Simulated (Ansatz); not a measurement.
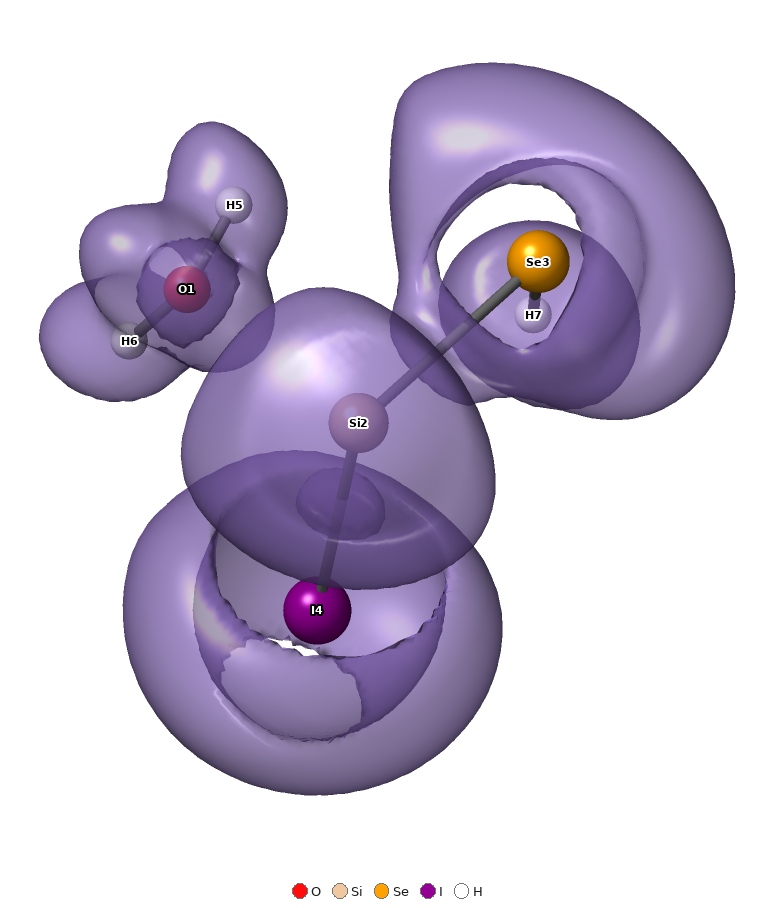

Figure. H₃IOSeSi. Isosurface of the ELF at 0.75 (purple), seen at a tilt. Only the valence region is drawn (cores and ρ < 0.01 e/Å³ removed).

Core potentials replace the inner electrons of I.

The calculation used Ansatz 0.2.0, RKS BHLYP/def2-SVP.

Input

```
crystal:
  periodic: [false, false, false]
  atoms:
    - { symbol: O, position_ang: [-0.5084, 1.5801, -0.6739] }
    - { symbol: Si, position_ang: [-0.2482, 0.2259, 0.2612] }
    - { symbol: Se, position_ang: [1.8068, -0.5654, -0.2271] }
    - { symbol: I, position_ang: [-1.8461, -1.4944, -0.247] }
    - { symbol: H, position_ang: [-0.4949, 1.3027, -1.6402] }
    - { symbol: H, position_ang: [-0.60603, 2.24689, 0.05133] }
    - { symbol: H, position_ang: [1.6715, -1.7114, 0.7944] }
basis:
  gaussian: { orbitals: def2-SVP }
hamiltonian:
  xc: { name: BHLYP }
relax:
  f_tol: 0.02
  max_steps: 50
output:
  orbitals: {}
```

Run with:

```sh
ansatz run input.yaml --threads 2 --pin off --max-ram 3072MiB --backend cpu --events-out ev --progress --plain --runs-dir out
```

The fields are those of the relaxed geometry.

Describe the localisation domains.

Answer. At this value the surface marks out one region between bonded I–Si atoms (shared pairs), one region around a hydrogen nucleus, one region on Se in which the atom's valence shell and bonds are merged, one ring or bowl of non-bonding electrons around I, one lobe on Si, pointing away from the bonds (lone pairs) and one joined region spread over several atoms (H, O), in which their bonds and any lone pairs are merged. Along the contacts the grid gives the following. Si–Se (2.36 Å): the ELF peaks at about 0.90 between the atoms; a covalent bond. Si–I (2.58 Å): the ELF peaks at about 0.80 between the atoms, as expected for a shared electron pair.
